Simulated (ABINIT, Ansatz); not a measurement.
# SnO (P6_3/mmc): zone-centre phonons

Wanted: the vibrations of SnO (P6_3/mmc) at Γ, by two programs.

Calculated with ABINIT 10.8.3; DFT LDA, scalar-relativistic, plane waves, PseudoDojo norm-conserving pseudopotentials.

The structure was built from a prototype and need not be the compound's stable phase.

## (1) The structure

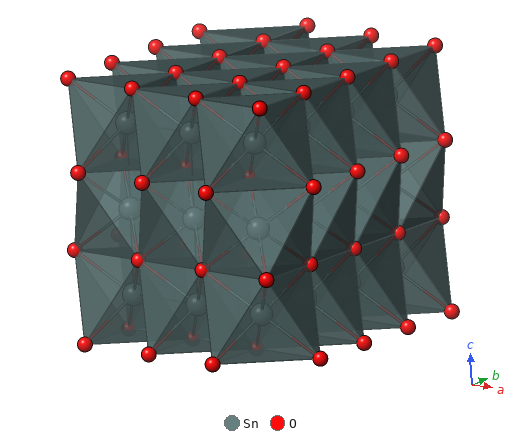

The starting structure, seen slightly off an axis (tin teal, oxygen red). 2×3×1 cells are drawn. Some periodic images of atoms are drawn too.

## (2) A probe with smearing

A first run with smearing and empty bands tells whether the crystal has a gap, which decides between fixed occupations and smearing later on.

Input file probe.abi:

```
# ground state
tolvrs 1.0d-08
prtden 1
prtwf 1

# basis, mesh and filling
ecut 36.0
ngkpt 6 6 4
nshiftk 1
shiftk 0.0 0.0 0.0
istwfk *1
occopt 7
tsmear 0.005
nband 29
nstep 100
diemac 9.0
prtebands 0
prtgsr 0
useylm 1

# cell and atoms
acell 3*1.0 Angstrom
rprim 
    3.429471073 -2.8868e-06 0.0
    -1.714733036 2.970010514 0.0
    0.0 0.0 5.48715
ntypat 2
znucl 50 8
natom 4
typat 1 1 2 2
xred 
    0.0 0.0 0.0
    0.0 0.0 0.5
    1/3 2/3 0.25
    2/3 1/3 0.75
pp_dirpath "./pseudo"
pseudos "Sn.upf, O.upf"
```

Run with:

```
OMP_NUM_THREADS=1 mpirun -n 8 abinit probe.abi > probe.log
```

Numbers of over 12 decimals in the logs are rounded to 6 here.

probe.abo, the main output file:

```text
[banners, grids, parts of the stress and lines that vanish by symmetry left out]
- input  file    -> probe.abi
- output file    -> probe.abo
- root for input  files -> probei
[...]
Symmetries : space group P6_3/m m c (#194); Bravais hP (primitive hexag.)
[...]
mpw =        3935          nfft =       77760          nkpt =          21
[...]
== DATASET  1 ==================================================================
[...]
cutoff_energies: {ecut:  36.0, pawecutdg:  -1.0, }
[...]
ETOT  1  -189.72061989450    -1.897E+02 1.311E-01 9.812E+02
 ETOT  2  -189.17583494042     5.448E-01 6.324E-03 2.869E+03
 ETOT  3  -190.09215465640    -9.163E-01 8.304E-03 3.567E+01
 ETOT  4  -190.10246684203    -1.031E-02 2.392E-03 7.127E-01
 ETOT  5  -190.10257993272    -1.131E-04 6.319E-04 3.435E-01
[...]
ETOT  9  -190.10267984735    -4.791E-10 1.100E-04 1.223E-07
 ETOT 10  -190.10267984737    -2.069E-11 1.432E-04 1.508E-10
 At SCF step   10       vres2   =  1.51E-10 < tolvrs=  1.00E-08 =>converged.
[...]
sigma(1 1)= -5.08067642E-04  sigma(3 2)=  0.00000000E+00
  sigma(2 2)= -5.08067640E-04  sigma(3 1)=  0.00000000E+00
  sigma(3 3)= -1.00316098E-03  sigma(2 1)= -3.28179681E-12
[...]
convergence: {deltae: -2.069E-11, res2:  1.508E-10, residm:  1.432E-04, diffor: null, }
etotal    :  -1.90102680E+02
[...]
sigma(1 1)= -5.08067642E-04  sigma(3 2)=  0.00000000E+00
  sigma(2 2)= -5.08067640E-04  sigma(3 1)=  0.00000000E+00
  sigma(3 3)= -1.00316098E-03  sigma(2 1)= -3.28179681E-12
[...]
- sigma(1 1)= -1.49478661E+01  sigma(3 2)=  0.00000000E+00
- sigma(2 2)= -1.49478660E+01  sigma(3 1)=  0.00000000E+00
- sigma(3 3)= -2.95140151E+01  sigma(2 1)= -9.65537956E-08
[...]
fcart      1.6619322926E-28  9.5951519101E-29 -0.0000000000E+00
           strten     -5.0806764202E-04 -5.0806763970E-04 -1.0031609849E-03
================================================================================

[key lines of the parts left out:]
pressure_GPa:   1.9803E+01
```

Wall time 15 s (8 MPI ranks of Arm Neoverse V1, shared host); 2 min of CPU time.

Read from the output:

```
volume per atom   : 13.97 Å³
pressure          : 19.80 GPa
gap on the k-mesh : 0 eV
```

No gap opens on this mesh, so smearing is kept; the printed pressure holds the stress of the finite basis too.

## (3) Rough relaxation

The typed start is rough, so a first relaxation with smearing and loose thresholds takes it towards rest cheaply.

Input file prerelax.abi:

```
# relaxation
ionmov 2
optcell 2
dilatmx 1.15
chkdilatmx 0
ntime 40
tolmxf 3.0d-04
tolvrs 1.0d-10
prtwf 0
prtden 0
chksymtnons 0

# basis, mesh and filling
ecut 36.0
ecutsm 3.0
ngkpt 6 6 4
nshiftk 1
shiftk 0.0 0.0 0.0
istwfk *1
occopt 7
tsmear 0.005
nband 29
nstep 100
diemac 1000000.0
prtebands 0
prtgsr 0
useylm 1

# cell and atoms
acell 3*1.0 Angstrom
rprim 
    3.429471073 -2.8868e-06 0.0
    -1.714733036 2.970010514 0.0
    0.0 0.0 5.48715
ntypat 2
znucl 50 8
natom 4
typat 1 1 2 2
xred 
    0.0 0.0 0.0
    0.0 0.0 0.5
    1/3 2/3 0.25
    2/3 1/3 0.75
pp_dirpath "./pseudo"
pseudos "Sn.upf, O.upf"
```

Run with:

```
OMP_NUM_THREADS=1 mpirun -n 8 abinit prerelax.abi > prerelax.log
```

prerelax.abo, the main output file:

```text
[banners, grids, parts of the stress and lines that vanish by symmetry left out]
- input  file    -> prerelax.abi
- output file    -> prerelax.abo
- root for input  files -> prerelaxi
[...]
Symmetries : space group P6_3/m m c (#194); Bravais hP (primitive hexag.)
[...]
mpw =        5946          nfft =      145800          nkpt =          21
[...]
== DATASET  1 ==================================================================
[...]
cutoff_energies: {ecut:  36.0, pawecutdg:  -1.0, }
[...]
ETOT  1  -189.71681332332    -1.897E+02 1.236E-01 1.833E+03
 ETOT  2  -189.31924135500     3.976E-01 3.704E-02 4.467E+03
 ETOT  3  -190.09219732806    -7.730E-01 7.025E-03 6.408E+01
 ETOT  4  -190.10168014965    -9.483E-03 3.882E-04 1.695E+00
 ETOT  5  -190.10182966769    -1.495E-04 1.403E-04 6.814E-01
[...]
At SCF step   10       vres2   =  4.31E-11 < tolvrs=  1.00E-10 =>converged.
[...]
ETOT  8  -190.12643436707    -1.535E-12 1.044E-06 2.685E-11
 At SCF step    8       vres2   =  2.69E-11 < tolvrs=  1.00E-10 =>converged.
[...]
sigma(1 1)= -7.29161085E-07  sigma(3 2)=  0.00000000E+00
  sigma(2 2)= -7.29159115E-07  sigma(3 1)=  0.00000000E+00
  sigma(3 3)=  7.11187328E-08  sigma(2 1)= -2.78587836E-12
[...]
convergence: {deltae: -1.535E-12, res2:  2.685E-11, residm:  1.044E-06, diffor: null, }
etotal    :  -1.90126434E+02
[...]
At Broyd/MD step  11, gradients are converged :
[...]
sigma(1 1)= -7.29161085E-07  sigma(3 2)=  0.00000000E+00
  sigma(2 2)= -7.29159115E-07  sigma(3 1)=  0.00000000E+00
  sigma(3 3)=  7.11187328E-08  sigma(2 1)= -2.78587836E-12
[...]
- sigma(1 1)= -2.14526598E-02  sigma(3 2)=  0.00000000E+00
- sigma(2 2)= -2.14526018E-02  sigma(3 1)=  0.00000000E+00
- sigma(3 3)=  2.09238536E-03  sigma(2 1)= -8.19633712E-08
[...]
fcart      6.0047306011E-28  1.1390998908E-27 -4.0627870025E-33
           strten     -7.2916108524E-07 -7.2915911535E-07  7.1118732792E-08
================================================================================

[key lines of the parts left out:]
pressure_GPa:   1.3604E-02
Total energy (etotal) [Ha]= -1.90126434367069E+02
```

The job ended after 4.2 min (8 MPI ranks; 34 min of CPU time).

Relaxation path:

```tsv
step	energy less that of the first step (eV)	largest force (eV/Å)	volume (Å³)
1	0.0000	0.0000	55.89
2	-0.3689	0.0000	59.46
3	-0.5293	0.0000	63.25
4	-0.5483	0.0000	64.09
5	-0.5716	0.0000	64.62
6	-0.6155	0.0000	64.67
7	-0.6428	0.0000	63.59
8	-0.6591	0.0000	62.80
9	-0.6660	0.0000	61.62
10	-0.6667	0.0000	61.37
11	-0.6667	0.0000	61.38
```

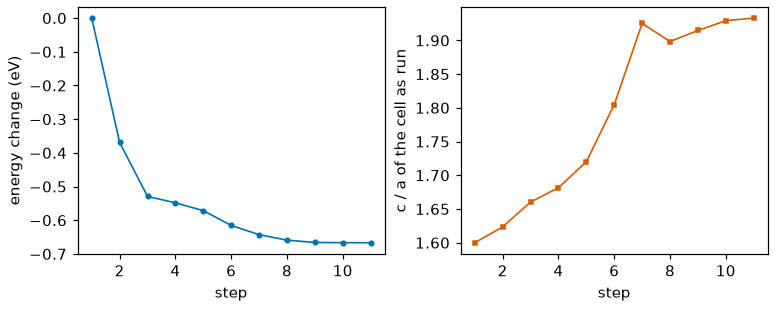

Energy and cell shape along the relaxation.

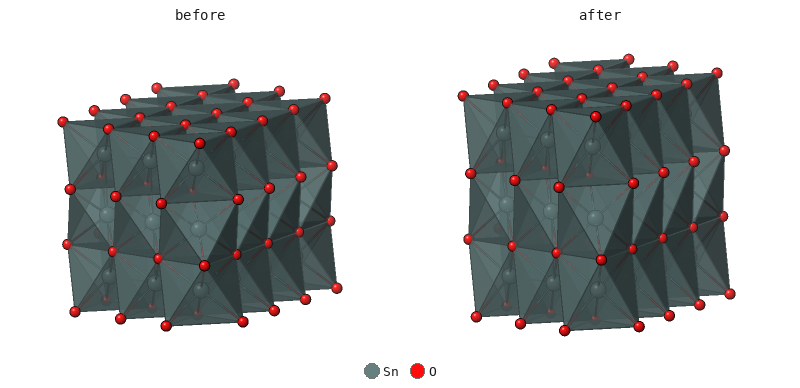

The structure before and after the relaxation, drawn at the same scale.

```tsv
cell as run	before	after	change
a (Å)	3.429	3.322	-3.1 %
b (Å)	3.429	3.322	-3.1 %
c (Å)	5.487	6.422	+17.0 %
volume (Å³/atom)	13.97	15.34	+9.8 %
```

The relaxed structure:

```cif
data_structure
_symmetry_space_group_name_H-M 'P 1'
_symmetry_Int_Tables_number 1
_cell_length_a 3.3221
_cell_length_b 3.3221
_cell_length_c 6.4218
_cell_angle_alpha 90.000
_cell_angle_beta 90.000
_cell_angle_gamma 120.000
_cell_volume 61.38
loop_
_atom_site_label
_atom_site_type_symbol
_atom_site_fract_x
_atom_site_fract_y
_atom_site_fract_z
_atom_site_occupancy
Sn1 Sn 0.00000 0.00000 0.00000 1
Sn2 Sn 0.00000 0.00000 0.50000 1
O3 O 0.33333 0.66667 0.25000 1
O4 O 0.66667 0.33333 0.75000 1
```

Numbers from this step:

```
volume per atom : 15.34 Å³
pressure        : 0.01360 GPa
```

The volume changes by +9.8 % in this run and stands +9.8 % from the first cell.

## (4) Relaxing the cell and atoms

The harmonic expansion needs vanishing forces, and a free crystal bears no stress, so cell and atoms are brought to rest. Stress is more sensitive to the basis than forces are: the last 3 Ha under the cutoff are smoothed with ecutsm, and the cutoff is raised above that of the later runs.

Input file relax.abi:

```
# relaxation
ionmov 2
optcell 2
dilatmx 1.08
ntime 40
tolmxf 1.0d-05
tolvrs 1.0d-14
prtwf 0
prtden 0
chksymtnons 0

# basis, mesh and filling
ecut 44.0
ecutsm 3.0
ngkpt 12 12 6
nshiftk 1
shiftk 0.0 0.0 0.0
istwfk *1
occopt 3
tsmear 0.01
nband 29
nstep 100
diemac 1000000.0
prtebands 0
prtgsr 0
useylm 1

# cell and atoms
acell 3*1.0 Angstrom
rprim 
    3.322121179 -2.7967e-06 0.0
    -1.661058167 2.877042734 0.0
    0.0 0.0 6.421811144
ntypat 2
znucl 50 8
natom 4
typat 1 1 2 2
xred 
    0.0 0.0 0.0
    0.0 0.0 0.5
    1/3 2/3 0.25
    2/3 1/3 0.75
pp_dirpath "./pseudo"
pseudos "Sn.upf, O.upf"
```

Run with:

```
OMP_NUM_THREADS=1 mpirun -n 8 abinit relax.abi > relax.log
```

relax.abo, the main output file:

```text
[banners, grids, parts of the stress and lines that vanish by symmetry left out]
- input  file    -> relax.abi
- output file    -> relax.abo
- root for input  files -> relaxi
[...]
Symmetries : space group P6_3/m m c (#194); Bravais hP (primitive hexag.)
[...]
mpw =        7320          nfft =      162000          nkpt =          76
[...]
== DATASET  1 ==================================================================
[...]
cutoff_energies: {ecut:  44.0, pawecutdg:  -1.0, }
[...]
ETOT  1  -189.67431065069    -1.897E+02 1.571E-01 2.347E+03
 ETOT  2  -188.98966493780     6.846E-01 1.119E-02 7.016E+03
 ETOT  3  -190.11422077772    -1.125E+00 8.826E-03 1.178E+02
 ETOT  4  -190.12978912841    -1.557E-02 3.903E-03 3.136E+00
 ETOT  5  -190.12990065162    -1.115E-04 7.576E-04 2.141E+00
[...]
At SCF step   13       vres2   =  7.50E-16 < tolvrs=  1.00E-14 =>converged.
[...]
sigma(1 1)= -2.83716875E-06  sigma(3 2)=  0.00000000E+00
  sigma(2 2)= -2.83717109E-06  sigma(3 1)=  0.00000000E+00
  sigma(3 3)= -4.29206934E-06  sigma(2 1)= -3.05700704E-12
[...]
convergence: {deltae:  5.343E-12, res2:  7.495E-16, residm:  6.800E-05, diffor: null, }
etotal    :  -1.90130143E+02
[...]
ETOT  1  -190.13014151718    -1.901E+02 4.185E-05 1.615E-02
[...]
At SCF step    9       vres2   =  7.37E-15 < tolvrs=  1.00E-14 =>converged.
[...]
sigma(1 1)= -1.86280090E-06  sigma(3 2)=  0.00000000E+00
  sigma(2 2)= -1.86280323E-06  sigma(3 1)=  0.00000000E+00
  sigma(3 3)= -2.55758194E-06  sigma(2 1)= -3.05534377E-12
[...]
convergence: {deltae: -4.491E-12, res2:  7.370E-15, residm:  6.914E-06, diffor: null, }
etotal    :  -1.90130144E+02
[...]
ETOT  1  -190.13013806073    -1.901E+02 4.731E-06 4.539E-02
[...]
At SCF step   10       vres2   =  1.20E-16 < tolvrs=  1.00E-14 =>converged.
[...]
sigma(1 1)= -2.32281300E-07  sigma(3 2)=  0.00000000E+00
  sigma(2 2)= -2.32283629E-07  sigma(3 1)=  0.00000000E+00
  sigma(3 3)=  3.01361733E-07  sigma(2 1)= -3.05253839E-12
[...]
convergence: {deltae: -3.865E-12, res2:  1.197E-16, residm:  9.477E-07, diffor: null, }
etotal    :  -1.90130144E+02
[...]
ETOT  1  -190.13014377344    -1.901E+02 6.661E-07 1.870E-05
[...]
At SCF step    8       vres2   =  2.02E-15 < tolvrs=  1.00E-14 =>converged.
[...]
sigma(1 1)= -2.07825986E-07  sigma(3 2)=  0.00000000E+00
  sigma(2 2)= -2.07828315E-07  sigma(3 1)=  0.00000000E+00
  sigma(3 3)=  3.02601435E-07  sigma(2 1)= -3.05248526E-12
[...]
convergence: {deltae:  2.075E-12, res2:  2.018E-15, residm:  6.521E-07, diffor: null, }
etotal    :  -1.90130144E+02
[...]
ETOT  1  -190.13014351748    -1.901E+02 6.974E-02 3.002E-03
[...]
ETOT  8  -190.13014379331    -1.819E-12 1.065E-06 3.140E-13
 ETOT  9  -190.13014379331    -4.064E-12 1.886E-06 2.772E-15
 At SCF step    9       vres2   =  2.77E-15 < tolvrs=  1.00E-14 =>converged.
[...]
sigma(1 1)=  1.62951004E-08  sigma(3 2)=  0.00000000E+00
  sigma(2 2)=  1.62927719E-08  sigma(3 1)=  0.00000000E+00
  sigma(3 3)=  4.01356143E-08  sigma(2 1)= -3.05186835E-12
[...]
convergence: {deltae: -4.064E-12, res2:  2.772E-15, residm:  1.886E-06, diffor: null, }
etotal    :  -1.90130144E+02
[...]
At Broyd/MD step   5, gradients are converged :
[...]
sigma(1 1)=  1.62951004E-08  sigma(3 2)=  0.00000000E+00
  sigma(2 2)=  1.62927719E-08  sigma(3 1)=  0.00000000E+00
  sigma(3 3)=  4.01356143E-08  sigma(2 1)= -3.05186835E-12
[...]
- sigma(1 1)=  4.79418406E-04  sigma(3 2)=  0.00000000E+00
- sigma(2 2)=  4.79349900E-04  sigma(3 1)=  0.00000000E+00
- sigma(3 3)=  1.18083054E-03  sigma(2 1)= -8.97890669E-08
[...]
fcart      3.0870251333E-27  1.9803014462E-28 -0.0000000000E+00
           strten      1.6295100422E-08  1.6292771927E-08  4.0135614342E-08
================================================================================

[key lines of the parts left out:]
pressure_GPa:  -7.1320E-04
Total energy (etotal) [Ha]= -1.90130143793310E+02
```

Wall time 7.4 min (8 MPI ranks).

Little changed from the start: no atom moved by 0.005 Å and no cell edge by 0.1 %.

Read from the output:

```
volume per atom : 15.36 Å³
pressure        : -7.13e-4 GPa
```

The volume changes by +0.1 % in this run and stands +9.9 % from the first cell.

## (5) Ground state

First-order wavefunctions inherit every error of the ground state, hence the very tight tolvrs. Smearing stays on, as the first look found no gap above 0.3 eV.

Input file gs.abi:

```
# ground state
tolvrs 1.0d-16
prtden 1
prtwf 1

# basis, mesh and filling
ecut 36.0
ngkpt 12 12 6
nshiftk 1
shiftk 0.0 0.0 0.0
istwfk *1
occopt 3
tsmear 0.01
nband 29
nstep 100
diemac 1000000.0
prtebands 0
prtgsr 0
useylm 1

# cell and atoms
acell 3*1.0 Angstrom
rprim 
    3.323323534 -2.798e-06 0.0
    -1.661659344 2.878084005 0.0
    0.0 0.0 6.423068571
ntypat 2
znucl 50 8
natom 4
typat 1 1 2 2
xred 
    0.0 0.0 0.0
    0.0 0.0 0.5
    1/3 2/3 0.25
    2/3 1/3 0.75
pp_dirpath "./pseudo"
pseudos "Sn.upf, O.upf"
```

Run with:

```
OMP_NUM_THREADS=1 mpirun -n 8 abinit gs.abi > gs.log
```

gs.abo, the main output file:

```text
[banners, grids, parts of the stress and lines that vanish by symmetry left out]
- input  file    -> gs.abi
- output file    -> gs.abo
- root for input  files -> gsi
[...]
Symmetries : space group P6_3/m m c (#194); Bravais hP (primitive hexag.)
[...]
mpw =        4323          nfft =       93312          nkpt =          76
[...]
== DATASET  1 ==================================================================
[...]
cutoff_energies: {ecut:  36.0, pawecutdg:  -1.0, }
[...]
ETOT  1  -189.69889662988    -1.897E+02 1.273E-01 1.338E+03
 ETOT  2  -189.02006644426     6.788E-01 3.282E-02 3.939E+03
 ETOT  3  -190.11268831476    -1.093E+00 8.156E-03 6.976E+01
 ETOT  4  -190.12930222361    -1.661E-02 3.758E-03 4.087E-01
 ETOT  5  -190.12915806669     1.442E-04 8.423E-04 1.172E+00
[...]
ETOT 12  -190.12942646762     3.098E-12 1.345E-04 1.119E-13
 ETOT 13  -190.12942646763    -2.842E-12 6.424E-05 5.645E-17
 At SCF step   13       vres2   =  5.64E-17 < tolvrs=  1.00E-16 =>converged.
[...]
sigma(1 1)=  2.15033512E-05  sigma(3 2)=  0.00000000E+00
  sigma(2 2)=  2.15033442E-05  sigma(3 1)=  0.00000000E+00
  sigma(3 3)=  2.13673825E-05  sigma(2 1)=  8.72727741E-13
[...]
convergence: {deltae: -2.842E-12, res2:  5.645E-17, residm:  6.424E-05, diffor: null, }
etotal    :  -1.90129426E+02
[...]
sigma(1 1)=  2.15033512E-05  sigma(3 2)=  0.00000000E+00
  sigma(2 2)=  2.15033442E-05  sigma(3 1)=  0.00000000E+00
  sigma(3 3)=  2.13673825E-05  sigma(2 1)=  8.72727741E-13
[...]
- sigma(1 1)=  6.32650435E-01  sigma(3 2)=  0.00000000E+00
- sigma(2 2)=  6.32650228E-01  sigma(3 1)=  0.00000000E+00
- sigma(3 3)=  6.28650096E-01  sigma(2 1)=  2.56765366E-08
[...]
fcart      3.4300360749E-28  9.9016343009E-28 -0.0000000000E+00
           strten      2.1503351221E-05  2.1503344177E-05  2.1367382471E-05
================================================================================

[key lines of the parts left out:]
pressure_GPa:  -6.3132E-01
```

It took 62 s on 8 MPI ranks; 8.2 min of CPU time.

Numbers from this step:

```yaml
pressure: -0.6313 GPa
```

The cell stands at -0.63 GPa: the relaxation ran with a smoothed and higher cutoff, and the difference is a stress of the finite basis.

(Continued in part 2 of 3.)

[Host names and launcher messages were left out of these logs when they were recorded.]

[Logs are printed without paths, hosts, clocks, repeated set-up lines and the standing remarks that a program may print on its own settings, such as how far it seeks lower states.]

[Hosts, paths, dates, database ids (printed as entryN), source tags and the programs' standing remarks are cut or masked in the printed files.]
